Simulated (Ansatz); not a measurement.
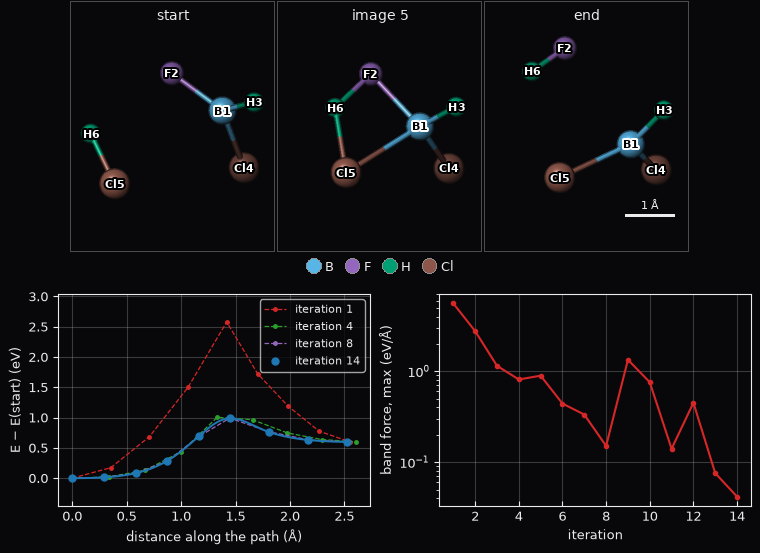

NEB run on BH2Cl2F, made up at the start of BHClF and HCl. Images are numbered from 0 (start) to 8 (end). The plot follows the band through its iterations. Style: ball-and-stick. Shown at a tilt.

Theory: RKS PBE0-D4/def2-SVP in Ansatz. Set-up: 7 movable images; climbing image; force threshold 0.05 eV/Å; iteration limit 60; spring constant 0.5 eV/Å²; starting path through a guess of the saddle point.

> Did the band converge, and can the barrier be trusted?

The run is converged, with reservations. The band converged in 14 iterations. The largest component of the band force went from 5.6 to 0.042 eV/Å. The climbing image converged on the top of the path. Its curvatures weren't checked. The first iteration put the highest image at 2.58 eV. The highest point, image 5, lies 0.99 eV above the start and 0.39 eV above the end; the end is at +0.60 eV relative to the start.

Limits of the set-up: the start holds two separate molecules, 2.5 Å apart at their closest, whose relative position is a soft coordinate.

The run took 4.3 min on 1 thread of Arm Neoverse V1, with other jobs on the host, peak memory 0.15 GiB.
